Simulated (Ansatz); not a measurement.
Redistribution: C2H7ClSi2 + Si(CH3)3F → C2H7FSi2 + Si(CH3)3Cl

Species: C2H7ClSi2 `C=C[SiH2][SiH2]Cl`, singlet; Si(CH3)3F (trimethylsilyl fluoride), singlet; C2H7FSi2 `C=C[SiH2][SiH2]F`, singlet; Si(CH3)3Cl (chlorotrimethylsilane), singlet. The partners trade Cl for F; both sit on Si, so the bond types are kept.

Shapes, held fixed at every level: PBE0-D4/def2-TZVP. Flexible molecules stand in one conformer, not always the lowest. Programs: Ansatz 0.2.0. The zero-point and thermal change to 298 K, harmonic and unscaled (PBE0-D4/def2-TZVP), is +0.6 kJ/mol.

| level | kind | ΔH(298 K) (kJ/mol) | less CCSD(T)/CBS estimate |
| --- | --- | --- | --- |
| HF/def2-TZVPP | Hartree–Fock | +11.2 | +0.8 |
| PBE-D4/def2-TZVPP | GGA | +11.0 | +0.6 |
| BHLYP-D4/def2-TZVPP | global hybrid | +11.2 | +0.8 |
| wB97M-V/def2-TZVPP | range-separated hybrid | +11.1 | +0.7 |
| wB97X-V/def2-TZVPP | range-separated hybrid | +10.5 | +0.1 |
| MP2/def2-TZVPP | perturbation theory | +8.7 | -1.7 |
| CCSD/def2-TZVPP | coupled cluster or CI | +11.0 | +0.6 |
| CCSD(T)/CBS estimate | coupled cluster or CI | +10.4 | 0.0 |

The highest level, CCSD(T)/CBS estimate, gives ΔH(298 K) = +10.4 kJ/mol; the levels span +8.7 to +11.2. The column of differences is taken from that level and isn't an error. No measured value is set beside it here. The CBS estimate extrapolates MP2 from def2-TZVPP and def2-QZVPP and adds CCSD(T) − MP2 in the triple-zeta set, cores frozen.

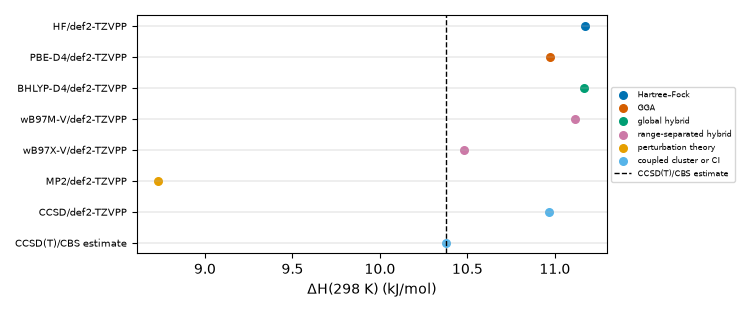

The values of the table, level by level.
